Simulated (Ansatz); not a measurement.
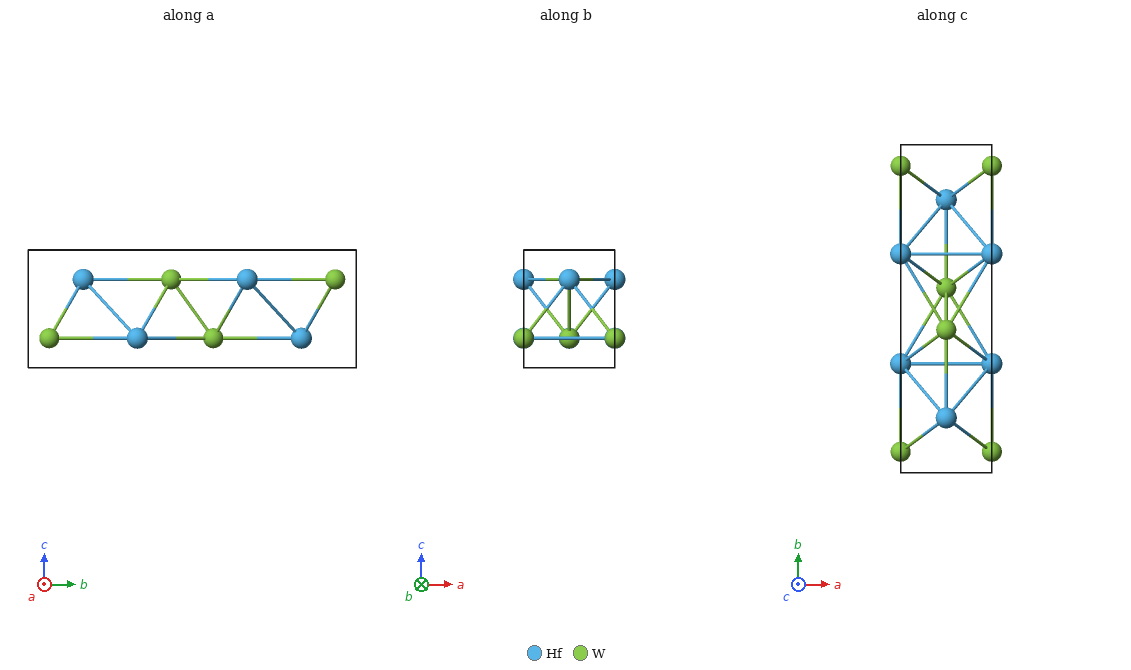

The crystal in a ball-and-stick representation, seen along the a axis, along the b axis and along the c axis. Thin lines show the conventional unit cell, with boundary atoms drawn in all their periodic places.

Lattice parameters: a = 3.2350 Å, b = 11.6323 Å, c = 4.1735 Å, α = 90.000°, β = 90.000°, γ = 90.000°.

Convert the drawing into a CIF in P1 with every atom of the cell, with free fractional coordinates to two decimals.

Answer.
```cif
data_structure
_symmetry_space_group_name_H-M 'P 1'
_symmetry_Int_Tables_number 1
_cell_length_a 3.2350
_cell_length_b 11.6323
_cell_length_c 4.1735
_cell_angle_alpha 90.000
_cell_angle_beta 90.000
_cell_angle_gamma 90.000
_cell_volume 157.05
loop_
_atom_site_label
_atom_site_type_symbol
_atom_site_fract_x
_atom_site_fract_y
_atom_site_fract_z
_atom_site_occupancy
Hf1 Hf 0.00 0.67 0.75 1
Hf2 Hf 0.50 0.83 0.25 1
W1 W 0.00 0.94 0.75 1
W2 W 0.50 0.56 0.25 1
Hf3 Hf 0.50 0.17 0.75 1
Hf4 Hf 0.00 0.33 0.25 1
W3 W 0.50 0.44 0.75 1
W4 W 0.00 0.06 0.25 1
```

The cell started as a structure type filled with these elements by a generator (whether the compound takes this form wasn't checked). A relaxation with DFT PBE, scalar-relativistic, plane waves, PAW in Ansatz gave the geometry drawn.
